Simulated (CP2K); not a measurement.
Consider 2-methoxyfuran at its PBE geometry (Å).

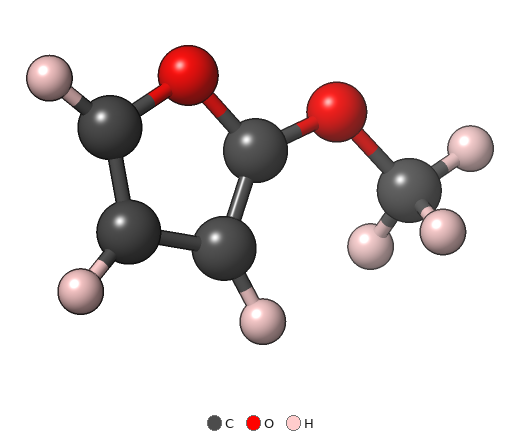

The molecule (carbon dark grey, oxygen red, hydrogen pink).

```xyz
13

C    -2.2890    0.0753    0.2034
O    -1.2941   -0.9595    0.1167
C    -0.0353   -0.4924    0.0037
C     0.5367    0.7528   -0.0645
C     1.9511    0.5104   -0.1787
C     2.1284   -0.8398   -0.1710
O     0.8988   -1.4825   -0.0587
H    -3.2495   -0.4402    0.2951
H    -2.2804    0.6981   -0.7041
H    -2.1137    0.7070    1.0874
H     0.0281    1.7082   -0.0397
H     2.7326    1.2584   -0.2573
H     2.9863   -1.4959   -0.2323
```

Method: CP2K XAS_TDP, all-electron GAPW, PBEh(45%), aug-cc-pVDZ, TDA, no relativity.

Q: Where do the C K-edge lines lie, and how strong are they?

Leading lines: C1 285.02 eV, C3 284.54 eV, C4 282.81 eV, C5 282.04 eV and C6 282.92 eV. The leading line of an atom is its first one with 35 % of the strongest within 2.5 eV of its lowest line over the strength cut. 

The first six lines of each atom with a strength over 0.0015:

```
                     atom  energy (eV)  states  strength, one atom
 C1 (bonded to O and 3 H)       285.02       1              0.0423
                                286.16       1              0.0254
                                286.19       1              0.0259
                                287.15       1              0.0028
                                287.39       1              0.0037
                                287.82       1              0.0020
 C3 (bonded to C and 2 O)       284.54       1              0.0656
                                287.43       1              0.0035
                                287.82       1              0.0082
                                288.15       1              0.0060
                                288.16       1              0.0029
                                288.82       1              0.0133
 C4 (bonded to 2 C and H)       282.81       1              0.0398
                                283.98       1              0.0080
                                284.17       1              0.0099
                                284.88       1              0.0033
                                284.98       1              0.0021
                                285.17       1              0.0017
 C5 (bonded to 2 C and H)       282.04       1              0.0497
                                284.23       1              0.0094
                                285.12       1              0.0061
                                286.03       1              0.0050
                                286.32       1              0.0019
                                286.62       1              0.0045
C6 (bonded to C, O and H)       282.92       1              0.0515
                                285.43       1              0.0160
                                285.95       1              0.0151
                                286.30       1              0.0059
                                286.59       1              0.0016
                                286.93       1              0.0040
```

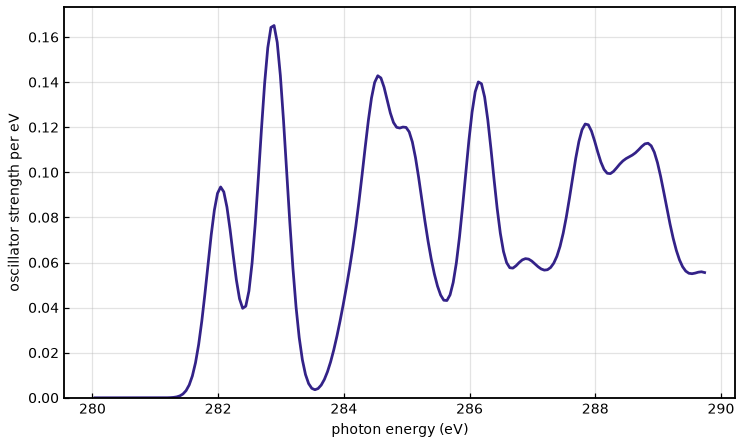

All atoms added, broadened by 0.5 eV.

Lines are vertical, at one geometry, with no vibrational structure. Without a correction of the core level, line positions, and the gaps between valence and Rydberg lines, follow the share of exact exchange. At this level such K lines come out 3 to 6 eV under measured ones. These values hold no scalar relativity, about 0.1 eV for C 1s. Rydberg lines, and the discretised continuum above threshold, depend on the basis and the box.

[Banner, clock and machine lines of the logs are left out without a mark of their own.]

[Logs are printed without paths, hosts, clocks, repeated set-up lines and the standing remarks that a program may print on its own settings, such as how far it seeks lower states.]

[Hosts, paths, dates, database ids (printed as entryN), source tags and the programs' standing remarks are cut or masked in the printed files.]
